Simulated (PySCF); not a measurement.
**C4H8O3Si: density, localisation and related maps**

```xyz
16

C     3.3203    0.4606   -0.0465
O     2.0478    0.0820    0.4758
C     1.0271    0.0442   -0.3821
O     1.1301    0.3132   -1.5532
Si   -0.5662   -0.5405    0.5195
C    -2.0268    0.2540   -0.4327
C    -3.2863   -0.3459    0.0607
O    -3.9645    0.0894    0.9517
H     4.0192    0.4137    0.7840
H     3.6173   -0.2254   -0.8418
H     3.2717    1.4721   -0.4538
H    -0.5011   -0.1112    1.9129
H    -0.6173   -2.0024    0.4097
H    -1.8959    0.0724   -1.4984
H    -2.0258    1.3280   -0.2436
H    -3.5573   -1.2952   -0.4433
```

Geometry: GFN2-xTB.

These are results of PBE0/pcSseg-1, SCF density, gas phase, non-relativistic (PySCF 2.14.0), not measurements.

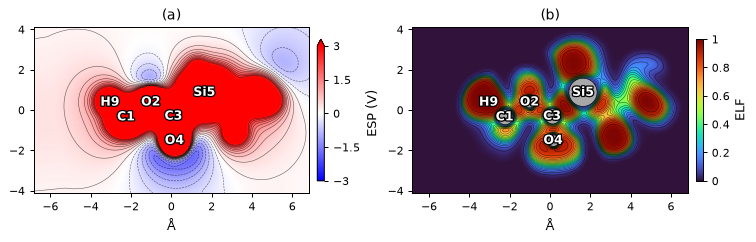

Figure 1. (a) molecular electrostatic potential; (b) ELF on the plane of atoms O2, C3 and O4. Grey discs cover the atomic cores in the ELF map.

**What does the map show?**

- The section cuts through C, O, Si and H sites.
- C–O (1.21 Å): the ELF peaks at about 0.85 between the atoms: a short, multiple covalent bond.
- C–Si (1.92 Å): the ELF peaks at about 1 between the atoms: a shared electron pair.
- C–H (1.09 Å): the ELF climbs to about 1 towards the hydrogen, as it does in any bond to H (an ordinary covalent bond to hydrogen).
- C–O (1.33 Å): the ELF peaks at about 0.85 between the atoms (a shared but strongly polarised pair).
- The ELF also peaks beside O4 and O2, away from the bonds: lone-pair regions.
- Outside the dense part of the molecule the potential is most negative (−1.7 V) near O4.

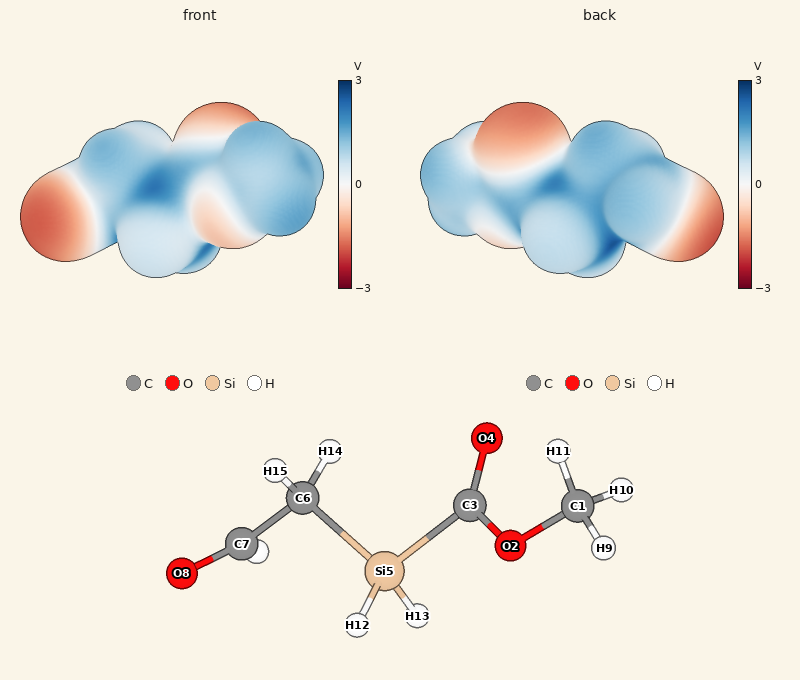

Figure 2. The electrostatic potential painted on the density surface at 0.004 e/bohr³, seen from the front and from behind; red is negative and blue positive. The bare structure is drawn below in the same view.

**Where is the surface potential most negative and most positive?**

The most negative region (about −1.8 V) lies over O8, the most positive (about +2.3 V) over Si5. O8 is the likeliest acceptor of a hydrogen bond.

**What dipole moment does the calculation give?**

Its dipole moment is 3.10 D.
